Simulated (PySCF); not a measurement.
Sn(H)(Vi)(NH2)2, SMILES C=[CH][SnH]([NH2])[NH2], PBE0/def2-SVP optimised geometry. Atoms within 1.6 Å of the plane z = 0.0 Å (x, y, z in Å): Sn1 (-1.70, -0.58, 0.00), N2 (-2.64, -1.47, 1.58), N3 (-2.28, -1.77, -1.55), C4 (0.44, -0.58, 0.00), C5 (1.15, 0.55, 0.09), H6 (-2.24, 1.06, 0.00), H11 (0.97, -1.54, -0.07), H12 (2.24, 0.56, 0.10), H13 (0.67, 1.54, 0.17).

Computed with PBE0/def2-TZVP, def2 effective core potentials past Kr (PySCF). The core electrons that the potentials of Sn replace are not part of the density. Cells within 0.4 Å of a nucleus heavier than hydrogen are left out (blank, or x).

Map of the deformation density (molecule minus spherical neutral atoms) (e/bohr³) on the plane z = 0.0 Å:

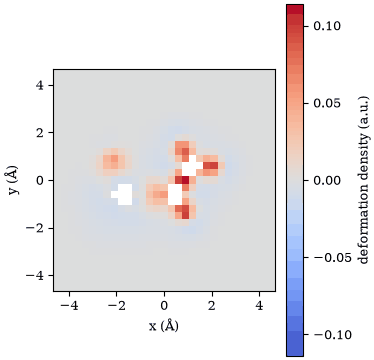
*Deformation density (molecule minus spherical neutral atoms) (e/bohr³) on the plane z = 0.0 Å.*
